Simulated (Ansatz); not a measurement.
# H6OSSi2: the cost of one run

The runs use Ansatz 0.2.0, Gaussian basis; the settings change from run to run.

## 1. The molecule

The geometry comes from an earlier relaxation with PBE0-D4 in a triple-zeta def2 set; it is a stationary point, not always the lowest conformer.

SMILES `[SiH3]O[SiH2]S`, 10 atoms, charge 0, spin multiplicity 1.

Atoms are counted from 1 here; the program's logs count them from 0.

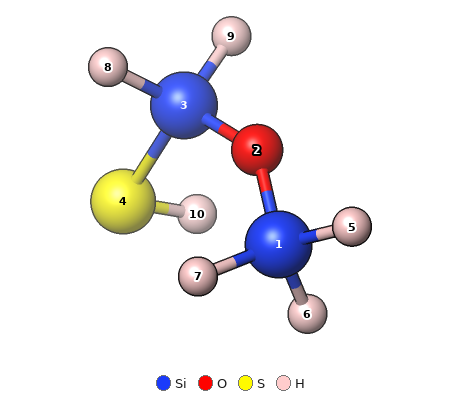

The geometry (silicon blue, oxygen red, sulfur yellow, hydrogen pink); atoms are numbered from 1 in the order of the file.

## 2. PBE/cc-pVTZ

Set apart from the defaults: multiplicity 3, D3(BJ) with three-body dispersion.

The input, in.yaml:

```yaml
crystal:
  periodic: [false, false, false]
  atoms:
    - {symbol: Si, position_ang: [0.433215, 1.658509, 0.282833]}
    - {symbol: O, position_ang: [-0.422011, 0.504451, -0.514402]}
    - {symbol: Si, position_ang: [-0.866324, -1.059215, -0.380671]}
    - {symbol: S, position_ang: [0.552218, -2.227611, 0.700097]}
    - {symbol: H, position_ang: [0.166684, 2.952311, -0.389677]}
    - {symbol: H, position_ang: [1.884897, 1.352998, 0.221810]}
    - {symbol: H, position_ang: [0.006570, 1.734176, 1.703709]}
    - {symbol: H, position_ang: [-2.113451, -1.177946, 0.410013]}
    - {symbol: H, position_ang: [-1.033944, -1.583426, -1.753910]}
    - {symbol: H, position_ang: [1.475047, -2.205447, -0.277000]}
basis:
  gaussian: {orbitals: cc-pVTZ}
magnetization: {spin_polarized: true, initial_magnetization: 2}
hamiltonian: {xc: {name: PBE}, dispersion: d3bjatm}
```

On the command line:

```sh
$ ansatz run in.yaml --threads 2 --pin off --events-out ev --progress --plain --max-ram 4352MiB
```

**Question.** How long does this run take on 2 threads of Intel Xeon Platinum 8559C, shared host, and how much memory does it need?

About 21 s, with a peak of 0.52 GiB.
